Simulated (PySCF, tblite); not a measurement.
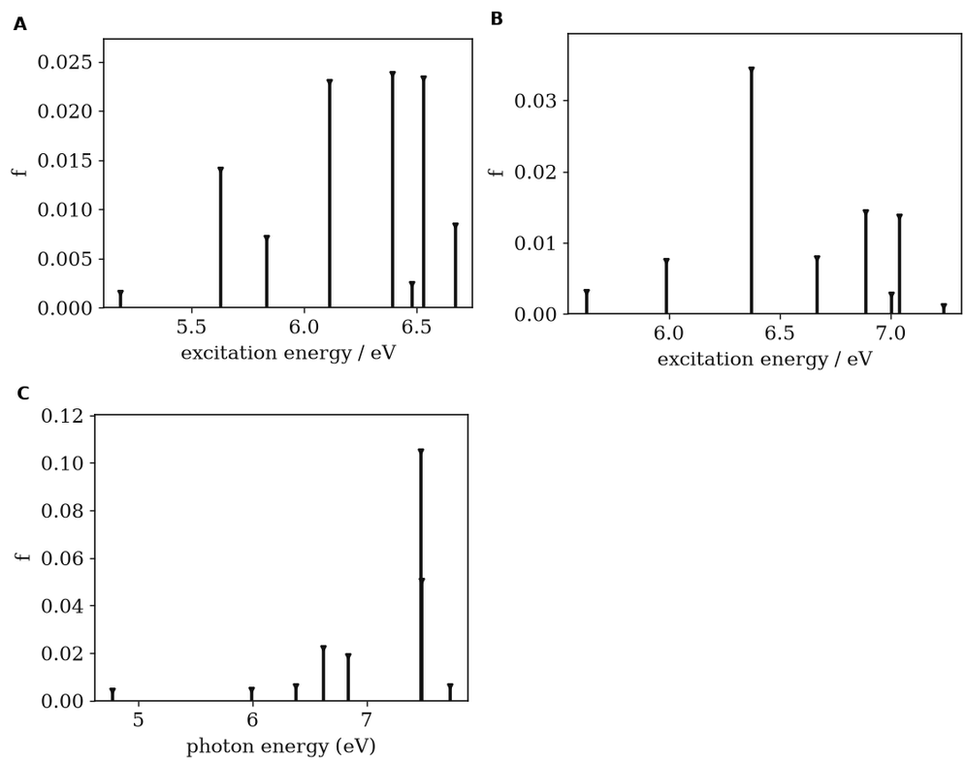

Vertical TDDFT excitations, PBE0/def2-SVPD with PySCF 2.14.0, at a GFN2-xTB geometry (a minimum by its frequencies), gas phase. Each panel shows the lowest singlet states that were computed.

**Pair each panel with its molecule.**
1. C₃H₈O₂SSi, SMILES SC[C@@H]1CO[SiH2]O1
2. C₃H₁₀OS₂Si, SMILES CS[SiH2]OCCS
3. CH₆B₂ClN, SMILES CB(Cl)BN

A: 2 (S1 at 5.19 eV, brightest at 6.39 eV)
B: 1 (S1 at 5.63 eV, brightest at 6.37 eV)
C: 3 (S1 at 4.77 eV, brightest at 7.48 eV)

Limits of at least one run: core orbitals are frozen in the response; one conformer of a flexible molecule; states above the negative HOMO energy depend on the basis; the tight-binding geometry is rougher than a DFT one and adds to the error.
